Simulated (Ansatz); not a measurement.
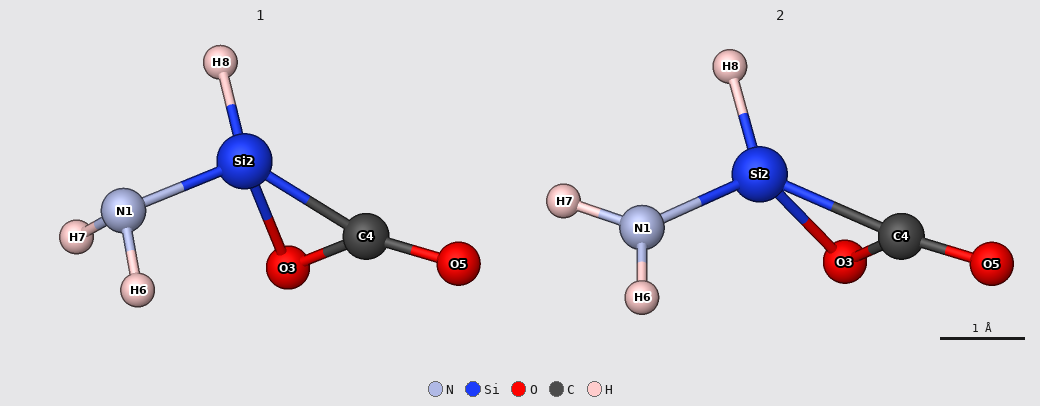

Two geometries of CH3NO2Si (coarse preliminary run), drawn at one scale. One is the start of a relaxation, the other its converged end. The picture is a ball-and-stick view, seen at a tilt.

The calculation used Ansatz, RKS PBE-D4/def2-SVP. Set-up: force threshold 0.03 eV/Å; at most 200 steps.

Which of the two is the end point?

Answer. Structure 2 is the relaxed one. The start comes from a force field. H7 moves most after the best rigid fit: 0.76 Å. Largest moves by element: H 0.76 Å, O 0.51 Å, Si 0.33 Å, N 0.23 Å, C 0.22 Å. Among the contacts that change: Si2–C4 1.734 → 1.855 Å, O3–C4 1.279 → 1.375 Å, N1–H6 1.079 → 1.021 Å, N1–Si2 1.655 → 1.707 Å. Among the angles between lasting bonds that change: N1–Si2–O3 101.7° → 119.8°, Si2–C4–O5 147.0° → 163.2°, Si2–N1–H6 108.9° → 123.4°. The energy falls by 29.3 kcal/mol in 10 accepted moves (11 points after the start). The largest force component goes from 5.6 to 0.023 eV/Å. The line search rejected the trial step at point 10 of the run. Cost: 15 s on 2 threads of Intel Xeon Platinum 8488C, on a shared host.
